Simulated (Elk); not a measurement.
Band structure of Ni2Ge (P6_3/mmc, 6 atoms in the cell).

```
Ni2Ge
1.0
    3.97981     0.00000     0.00000
   -1.98991     3.44662     0.00000
    0.00000     0.00000     5.02388
Ni Ge
4 2
Direct
  0.66667   0.33333   0.25000
  0.33333   0.66667   0.75000
  0.00000   0.00000   0.00000
  0.00000   0.00000   0.50000
  0.66667   0.33333   0.75000
  0.33333   0.66667   0.25000
```

Computed with PBEsol, all-electron FP-LAPW, Elk's shipped species files, APW+lo basis with extra local orbitals (Elk).

Settings: xctype = 22; rgkmax = 7.5; stype = 0; swidth = 0.00999582 Ha; ngridk = 9 9 6; gmaxvr = 14 1/bohr; nxlo = 2; lorbcnd = true; lmaxi = 3; maxscl = 100.

The starting cell comes from a database of computed structures (which also holds hypothetical and non-ambient phases and stackings), without a prior relaxation at this level. Spin polarisation is off. Values depend on the basis (sphere radii, cutoffs, local orbitals), which need not be converged.

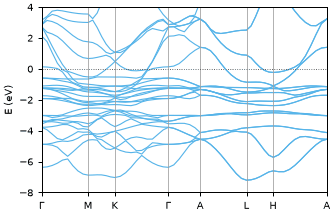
Fig. 1. Bands along the path, energies from the Fermi level.

Levels in eV from the Fermi level, bands 43 to 50:
```csv
point,43,44,45,46,47,48,49,50
Γ,-0.60,-0.60,0.13,2.11,2.71,2.71,2.86,2.86
M,-1.23,-1.18,-1.00,-0.66,-0.53,0.67,1.75,3.00
K,-1.47,-1.12,-1.12,-0.53,0.47,0.47,1.07,1.07
A,-1.15,-1.15,1.39,1.39,3.22,3.22,3.22,3.22
L,-1.21,-1.21,-0.87,-0.87,0.88,0.88,2.50,2.50
H,-1.14,-1.14,-1.10,-1.10,-0.23,-0.23,5.33,5.33
```

Bands cross the Fermi level along this path, so the cell is metallic at this level.
